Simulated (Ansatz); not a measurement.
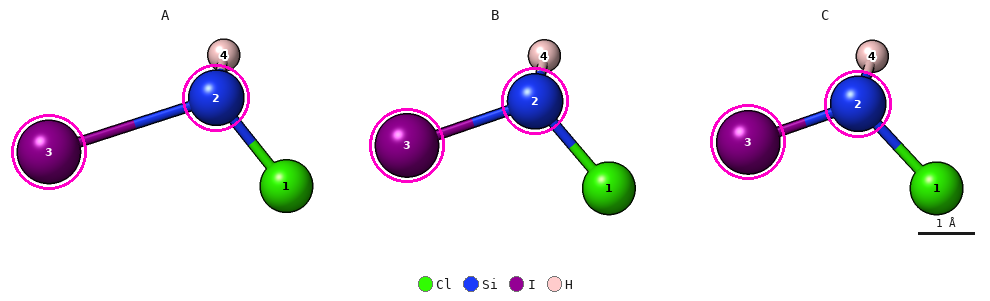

A scan of SiHICl (multiplicity 2): the Si2–I3 distance is varied, with all other coordinates relaxed. The picture is a ball-and-stick view, seen at a tilt. The ringed atoms are those of the scanned coordinate.

Level of theory: wB97M-V (def2-TZVPP, Ansatz), on geometries relaxed under the constraint at PBE0-D4/def2-TZVP. Elements past krypton carry the basis set's effective core potentials. Energies are counted from the PBE0-D4/def2-TZVP minimum geometry at the same level.

### Order these geometries by energy, lowest first.

Lowest first: B (the distance 2.432 Å, 0.000 eV), C (the distance 2.091 Å, 1.076 eV), A (the distance 3.161 Å, 1.267 eV). Over the whole scan: of the computed points the lowest is at the distance 2.432 Å, 0.000 eV. At the ends of the scan the energy is 1.076 eV (2.091 Å) and 1.267 eV (3.161 Å). The curvature at the lowest point is about 12 eV/Å² (1.9 mdyn/Å). The well is steeper on the short side, as for any bond.
